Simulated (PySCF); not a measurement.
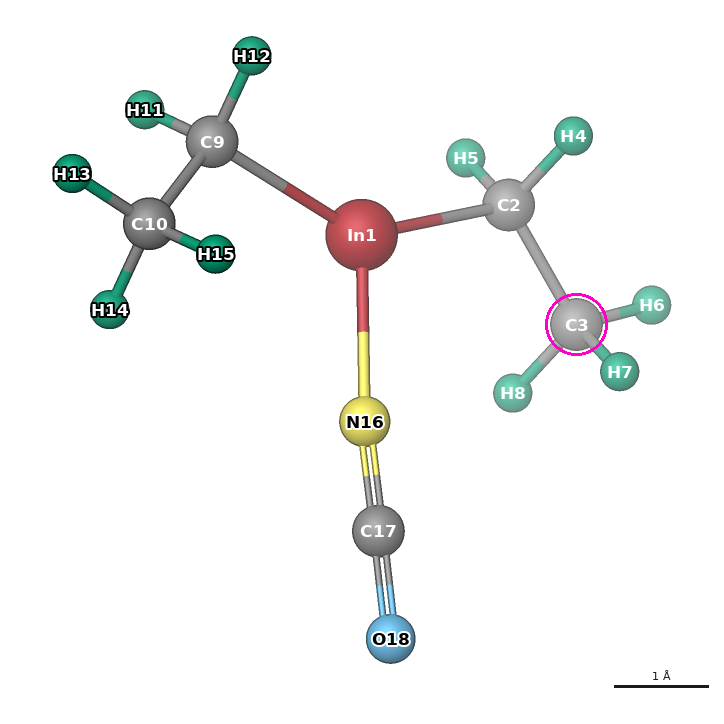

Orthographic view. Distant atoms are faded towards the background colour. The computed structure is the end point of a PBE0-D3(BJ)/def2-SVP optimisation. No frequency run is at hand to confirm it as a minimum.

Name the neighbours of the circled atom.

Answer. The circled atom is C3; it is bonded to C2, H6, H7, H8.

Of In1 and C2, which is nearer the viewer?

Answer. In1; the bond to C2 points away from the viewer, so it looks shorter than its 2.16 Å.

What is the shortest path along bonds from the circled atom to H11?

Answer. C3–C2–In1–C9–H11, 4 bonds; through space the two are 5.58 Å apart.

Which two atoms are farthest apart in space?

Answer. H6 and H13, 8.20 Å.
